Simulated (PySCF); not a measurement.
**[ScF6]3- (F₆Sc, charge −3): what the electrons do**

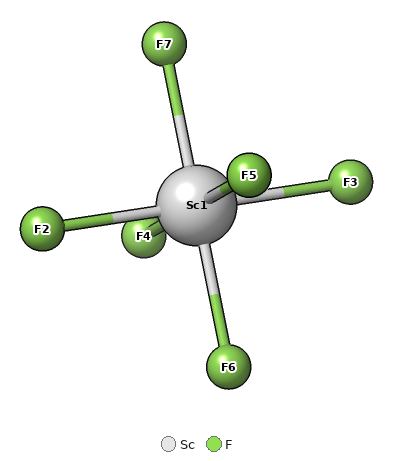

The molecule, with its atoms numbered as below. No frequency check shows the geometry to be a minimum.

Cartesian coordinates (Å):

```
Sc1      0.0000   -0.0000   -0.0000
F2       1.4219   -0.5862   -1.2948
F3      -1.4217    0.5862    1.2948
F4       1.4219    0.5862    1.2948
F5      -1.4217   -0.5862   -1.2948
F6      -0.0002   -1.8316    0.8288
F7      -0.0002    1.8316   -0.8287
```

Part 1: Bonding charge

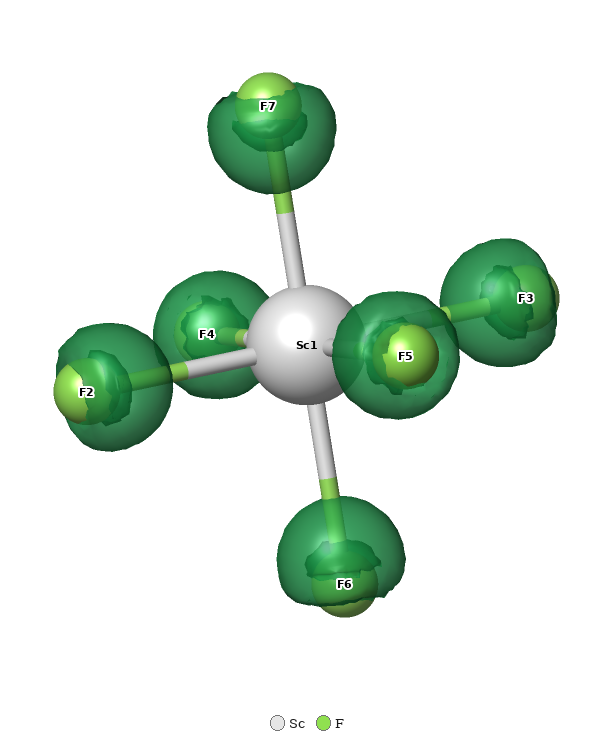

Deformation density (molecule less spherical, spin-averaged free atoms at the same positions), surfaces at ±0.15 e/Å³; green: gain, purple: loss.

PySCF calculation, r2SCAN/def2-SVPD, gas phase; geometry: GFN2-xTB. The highest occupied orbitals have positive energy: in the gas phase this ion holds its electrons only through the finite basis. This is a single-reference result, which may miss multireference character in this system.

> Describe the bonding that the map shows.

Sc1–F5, Sc1–F2, Sc1–F3, Sc1–F4 and 2 more like them: +0.04 e/Å³ at the bond critical point (bond length 2.01 Å). In all, 3.5 electrons gather in the regions of gain relative to the promolecule of neutral atoms (this includes the anion's extra charge). A small or negative value marks a very polar bond, one between electron-rich atoms, whose free-atom densities already overlap strongly, a long bond to a heavier atom, or a closed-shell contact such as a hydrogen bond.

Part 2: Bond critical points

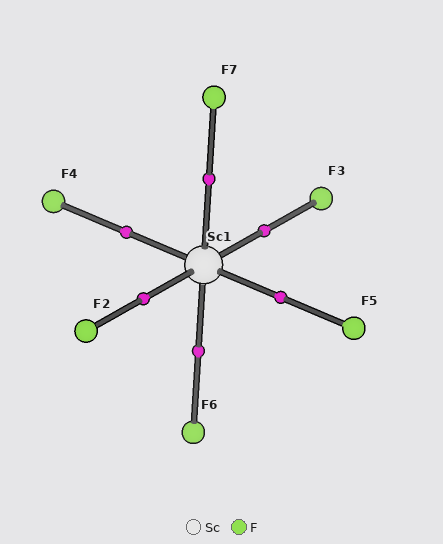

Molecular graph of the electron density (QTAIM): bond paths, bond critical points (magenta), ring points (cyan, if any); weak paths are dashed.

> How many critical points of each kind are there, and does the count close?

7 nuclei, 6 bond, 0 ring and 0 cage critical points: 7 − 6 + 0 − 0 = 1, as the Poincaré–Hopf relation requires.

> Tabulate density, Laplacian, ellipticity and energy density at the bond critical points (atomic units).

```json
{"bond": "Sc1–F5 (6 alike)", "length (Å)": "2.010", "ρ (a.u.)": "0.076", "∇²ρ (a.u.)": "+0.47", "ε": "0.00", "H (a.u.)": "+0.007"}
```

> What kind of interaction is Sc1–F5?

Closed-shell in type, a strong and largely ionic bond: ρ = 0.076, ∇²ρ = +0.47, H = +0.007 a.u.

Part 3: Electrostatic potential

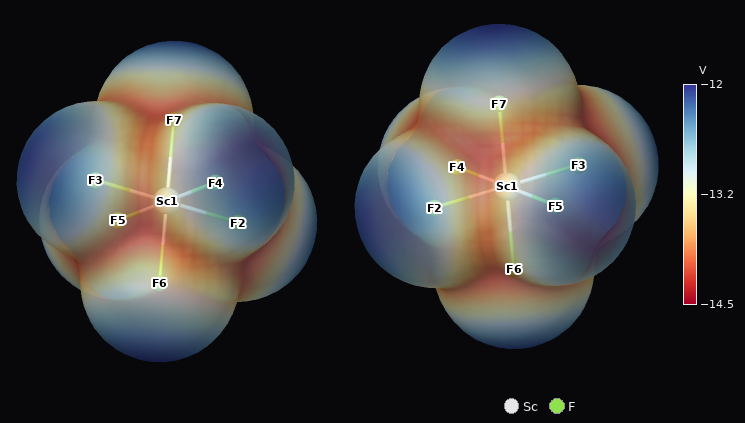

Electrostatic potential on the surface of electron density 0.001 a.u. (back view left, front view right).

> Where are the extremes of the potential on the surface?

Highest: −12.01 V, 1.8 Å from F6, and at like points elsewhere. Lowest: −14.15 V, about equally far (2.0 Å) from F2 and F7, over Sc1 (2.5 Å), and at like points elsewhere. The surface is sampled at points, so like sites can differ by a few per cent and only the strongest of them is named.

The PySCF run shown took 58 s on 1 thread of Arm Neoverse V1 (shared host).
